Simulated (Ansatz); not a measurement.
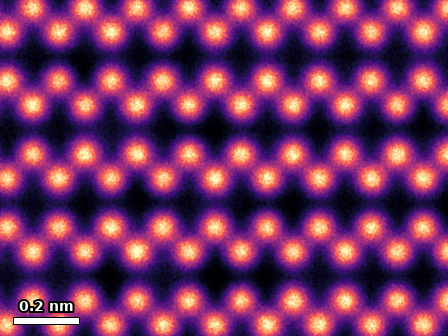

HAADF-like image of Ru (P6_3/mmc, No. 194). Simulation: incoherent imaging, intensity Z^1.7 per atom, probe width 0.76 Å, thin sample. Shot noise and the speckle of an amorphous layer were added. Structure: the geometry relaxed at fixed volume with DFT HSE06, scalar-relativistic, plane waves, PAW in Ansatz.

```xyz
2
Lattice="2.6429 0.0000 0.0000 -1.3215 2.2888 0.0000 0.0000 0.0000 4.1325" Properties=species:S:1:pos:R:3 pbc="T T T"
Ru    0.0000    1.5259    3.0994
Ru    1.3215    0.7629    1.0331
```

### Along which zone axis is the crystal seen: [201], [101], [311] or [100]? (Directions equivalent by symmetry count as one.)

[201]. The projected cells are 1.63 × 2.43 Å, 110° for [201]; 2.23 × 2.55 Å, 116° for [101]; 1.54 × 2.01 Å, 94° for [311]; 2.29 × 4.13 Å, 90° for [100], and the image repeats as the [201] one does.
